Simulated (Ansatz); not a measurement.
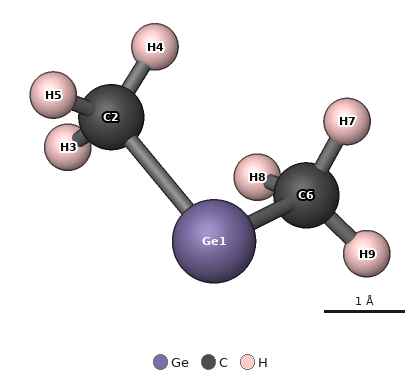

Fig. 1: The input geometry of the first run (ball-and-stick view, seen at a tilt; atoms are numbered from 1 in the order of the input). Sticks mark near contacts.

## What a change does: single-point calculation on C₂H₆Ge

System: C₂H₆Ge.
Method of the first run: RKS PBE0-D4/def2-TZVP (Ansatz 0.2.0).

Text and figures count atoms from 1; the logs count them from 0 in places.

## Input file, the first run
```yaml
crystal:
  periodic: [false, false, false]
  atoms:
    - { symbol: Ge, position_ang: [0.000765, 0.002957, -1.37223] }
    - { symbol: C, position_ang: [1.423875, -0.041818, 0.20326] }
    - { symbol: H, position_ang: [1.412117, -1.063842, 0.605773] }
    - { symbol: H, position_ang: [1.152913, 0.626024, 1.026089] }
    - { symbol: H, position_ang: [2.43879, 0.175093, -0.131378] }
    - { symbol: C, position_ang: [-1.424194, 0.041132, 0.20176] }
    - { symbol: H, position_ang: [-1.411565, 1.060755, 0.610252] }
    - { symbol: H, position_ang: [-1.154875, -0.631801, 1.020998] }
    - { symbol: H, position_ang: [-2.43899, -0.172745, -0.135172] }
basis:
  gaussian: { orbitals: def2-TZVP }
hamiltonian:
  xc: pbe0
  dispersion: d4
output:
  forces: true
```

Command:
```bash
ansatz run input.yaml --threads 1 --pin off --max-ram 2560MiB --backend cpu --events-out ev --progress --plain --runs-dir out
```

Hardware: 1 thread of Arm Neoverse V1, 24 GiB of memory available, shared host.

## Output (the first run)
```
Engine: ansatz 0.2.0, aarch64-unknown-linux-gnu
Functional definition: PBE0
  parameter a = 0.25
  parameter kappa = 0.804
  parameter beta = 0.06672455060314922
  exchange = (1 - a)*pbe_x(kappa = kappa, mu = beta*pi^2/3) + a*exact_x
  correlation = pbe_c(beta = beta)
1025 factors; their error is unknown
mean field evaluation 1: about -58666.9831 eV, gradient 7.3e1 eV
mean field evaluation 2: about -58649.9083 eV, gradient 1.0e2 eV
mean field evaluation 4: about -58679.6428 eV, gradient 4.7e0 eV
mean field evaluation 8: about -58679.6729 eV, gradient 3.0e-2 eV
mean field evaluation 16: about -58679.9357 eV, gradient 2.5e-5 eV
mean field -58679.93571909 eV, -2156.4478629876 hartree, gradient 2.5e-5 eV, S^2 0.000000; 0 other end points of the search recorded, 0 dependent functions left out
the calculation of the forces begins
reference -58679.93574628 eV, -2156.4478639869 hartree; 25, 25 occupied and 121, 121 virtual orbitals, 1025 factors
Total energy: -58680.06510030 eV, -2156.4526176593 hartree
Atom 0 at     0.000765     0.002957    -1.372230 Å, force    -0.001600    -0.005290     2.651354 eV/Å
Atom 1 at     1.423875    -0.041818     0.203260 Å, force    -0.261197    -0.049651    -1.066379 eV/Å
Atom 2 at     1.412117    -1.063842     0.605773 Å, force    -0.061825     0.021881    -0.110640 eV/Å
Atom 3 at     1.152913     0.626024     1.026089 Å, force    -0.107203     0.035879    -0.168729 eV/Å
Atom 4 at     2.438790     0.175093    -0.131378 Å, force     0.051711     0.008303     0.019882 eV/Å
Atom 5 at    -1.424194     0.041132     0.201760 Å, force     0.262636     0.053538    -1.065456 eV/Å
Atom 6 at    -1.411565     1.060755     0.610252 Å, force     0.062031    -0.021360    -0.111193 eV/Å
Atom 7 at    -1.154875    -0.631801     1.020998 Å, force     0.107204    -0.034949    -0.168673 eV/Å
Atom 8 at    -2.438990    -0.172745    -0.135172 Å, force    -0.051756    -0.008352     0.019833 eV/Å
Dipole moment:     0.000016    -0.000039     0.005239 e Å
```

For the second run the input was changed thus:
```diff
-    - { symbol: C, position_ang: [1.423875, -0.041818, 0.20326] }
-    - { symbol: H, position_ang: [1.412117, -1.063842, 0.605773] }
-    - { symbol: H, position_ang: [1.152913, 0.626024, 1.026089] }
-    - { symbol: H, position_ang: [2.43879, 0.175093, -0.131378] }
-    - { symbol: C, position_ang: [-1.424194, 0.041132, 0.20176] }
-    - { symbol: H, position_ang: [-1.411565, 1.060755, 0.610252] }
-    - { symbol: H, position_ang: [-1.154875, -0.631801, 1.020998] }
-    - { symbol: H, position_ang: [-2.43899, -0.172745, -0.135172] }
+    - { symbol: C, position_ang: [1.535367, -0.044149, -0.230124] }
+    - { symbol: H, position_ang: [1.602177, -1.068437, 0.161103] }
+    - { symbol: H, position_ang: [1.430164, 0.618778, 0.633555] }
+    - { symbol: H, position_ang: [2.465572, 0.175631, -0.755005] }
+    - { symbol: C, position_ang: [-1.535177, 0.04528, -0.23174] }
+    - { symbol: H, position_ang: [-1.601458, 1.067224, 0.165616] }
+    - { symbol: H, position_ang: [-1.431438, -0.622916, 0.62807] }
+    - { symbol: H, position_ang: [-2.464994, -0.17067, -0.758886] }
```

How does the second run compare with the first run?

With the same method and basis, the second run lies 2.1 kcal/mol lower. The largest force goes from 2.651 to 2.535 eV/Å.

## Output (the second run)
```
Engine: ansatz 0.2.0, aarch64-unknown-linux-gnu
Functional definition: PBE0
  parameter a = 0.25
  parameter kappa = 0.804
  parameter beta = 0.06672455060314922
  exchange = (1 - a)*pbe_x(kappa = kappa, mu = beta*pi^2/3) + a*exact_x
  correlation = pbe_c(beta = beta)
1025 factors; their error is unknown
mean field evaluation 1: about -58668.8323 eV, gradient 7.1e1 eV
mean field evaluation 2: about -58663.3361 eV, gradient 8.0e1 eV
mean field evaluation 4: about -58679.7547 eV, gradient 2.8e0 eV
mean field evaluation 8: about -58679.7653 eV, gradient 1.1e-2 eV
mean field evaluation 16: about -58680.0279 eV, gradient 6.4e-5 eV
mean field -58680.02792223 eV, -2156.4512513905 hartree, gradient 6.4e-5 eV, S^2 0.000000; 0 other end points of the search recorded, 0 dependent functions left out
the calculation of the forces begins
reference -58680.02795001 eV, -2156.4512524115 hartree; 25, 25 occupied and 121, 121 virtual orbitals, 1025 factors
Total energy: -58680.15458381 eV, -2156.4559061176 hartree
Atom 0 at     0.000765     0.002957    -1.372230 Å, force     0.001542     0.005306    -2.534822 eV/Å
Atom 1 at     1.535367    -0.044149    -0.230124 Å, force     0.503685     0.022421     1.121577 eV/Å
Atom 2 at     1.602177    -1.068437     0.161103 Å, force     0.059151    -0.017145     0.068578 eV/Å
Atom 3 at     1.430164     0.618778     0.633555 Å, force     0.132222    -0.023435     0.126873 eV/Å
Atom 4 at     2.465572     0.175631    -0.755005 Å, force    -0.096694     0.000830    -0.049305 eV/Å
Atom 5 at    -1.535177     0.045280    -0.231740 Å, force    -0.505112    -0.027028     1.120724 eV/Å
Atom 6 at    -1.601458     1.067224     0.165616 Å, force    -0.059476     0.016784     0.068822 eV/Å
Atom 7 at    -1.431438    -0.622916     0.628070 Å, force    -0.132180     0.022882     0.126740 eV/Å
Atom 8 at    -2.464994    -0.170670    -0.758886 Å, force     0.096864    -0.000614    -0.049188 eV/Å
Dipole moment:    -0.000172    -0.000661     0.313953 e Å
```

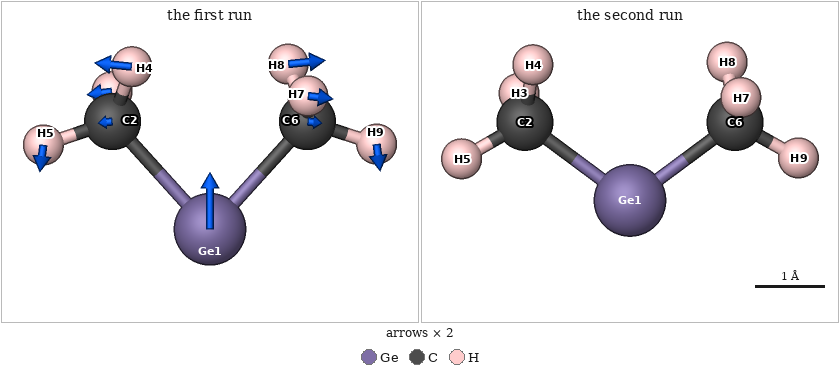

Fig. 2: The two input geometries at one scale (ball-and-stick view, seen on its broad side). The blue arrows on the first give the shifts of the atoms after the best rigid fit, magnified 2 times. The atom that moves furthest after the best rigid fit is Ge1 (0.42 Å). By element the largest moves are Ge 0.42 Å, H 0.28 Å, C 0.11 Å. Among the contacts that change: Ge1–C2 2.124 → 1.914 Å.

## The two runs side by side

| quantity | the first run | the second run |
| --- | --- | --- |
| outcome | converged | converged |
| total energy (hartree) | −2156.452618 | −2156.455906 |
| largest force (eV/Å) | 2.651 | 2.535 |
| basis functions | 146 | 146 |
| wall time (shared host) | 7.4 s | 6.5 s |
